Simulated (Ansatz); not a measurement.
Input file:

```
crystal:
  periodic: [false, false, false]
  atoms:
    - {symbol: F, position_ang: [-1.407180, 1.136933, -0.502839]}
    - {symbol: N, position_ang: [-0.781004, -0.321674, 1.905015]}
    - {symbol: O, position_ang: [-0.531827, -1.370630, -0.595770]}
    - {symbol: Si, position_ang: [-0.416119, 0.053278, 0.346241]}
    - {symbol: H, position_ang: [0.909296, 0.639026, -0.075161]}
    - {symbol: H, position_ang: [-0.887763, -2.050957, -0.010455]}
    - {symbol: H, position_ang: [-0.796623, 0.391894, 2.627029]}
basis:
  gaussian:
    orbitals: def2-TZVPD
total_charge: -1
hamiltonian:
  xc: pbe0
output: {forces: true, orbitals: {seedname: orbitals}}
```

Run with:

```sh
ansatz run input.yaml --threads 2 --pin off --max-ram 4350MiB --events-out events.jsonl --progress --plain --runs-dir runs
```

Geometry: B3LYP-D3(BJ)/def2-SVPD.

The calculation used isolated molecule in a Gaussian basis; Kohn-Sham density functional theory, functional PBE0 (Ansatz).

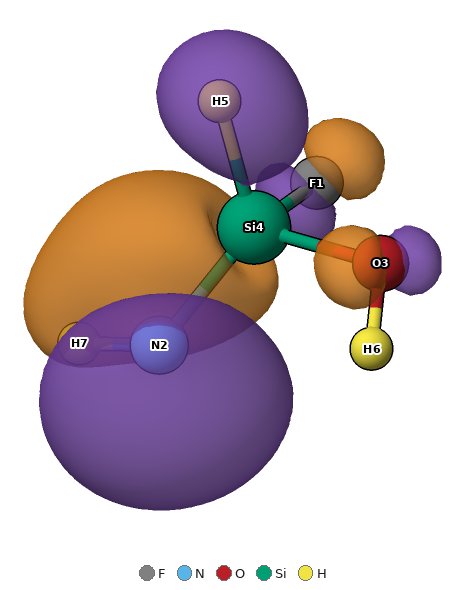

FH₃NOSi (charge −1). The HOMO−1 at ±0.08 Å⁻³ᐟ² (orange and purple are the two phases), seen at a tilt.

What is the character of this orbital?

Answer. Its weight (Hirshfeld) is mainly on N2 (about 70 %), Si4 (about 15 %) and H7 (about 5 %); largely a lone pair of N2. Its energy is −1.68 eV.
